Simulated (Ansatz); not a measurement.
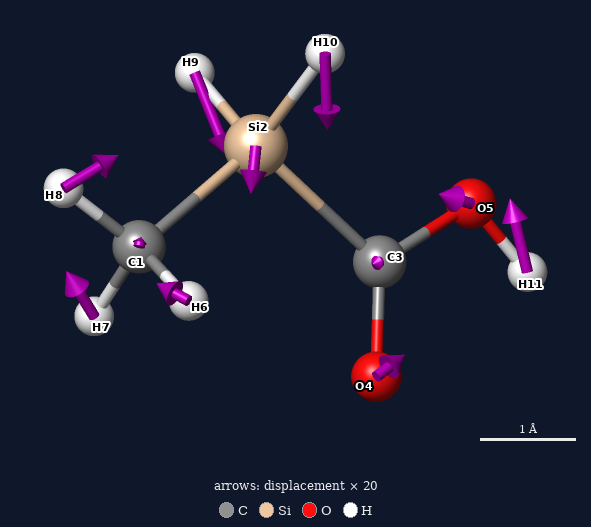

This is a relaxation of C2H6O2Si. The starting structure is drawn; purple arrows show the displacements, magnified 20 times. The two geometries are superimposed by the best rigid fit.

A ball-and-stick model, seen at a tilt.

The start comes from PBE-D4/def2-SVP.

Theory: Ansatz, RKS PBE0-D4/def2-TZVP. Set-up: force threshold 0.005 eV/Å; at most 150 steps.

Q: What happened in the run?

A: After 7 geometry steps the energy has fallen by 1.15 kcal/mol. Largest force component: 1.2 eV/Å at the start, 0.0013 eV/Å at the end. The atom that moves furthest after the best rigid fit is H9 (0.048 Å). By element the largest moves are H 0.048 Å, Si 0.026 Å, O 0.023 Å, C 0.006 Å. Among the contacts that change: C1–Si2 1.879 → 1.858 Å, Si2–H10 1.505 → 1.486 Å, Si2–C3 1.942 → 1.926 Å, O5–H11 0.988 → 0.971 Å.
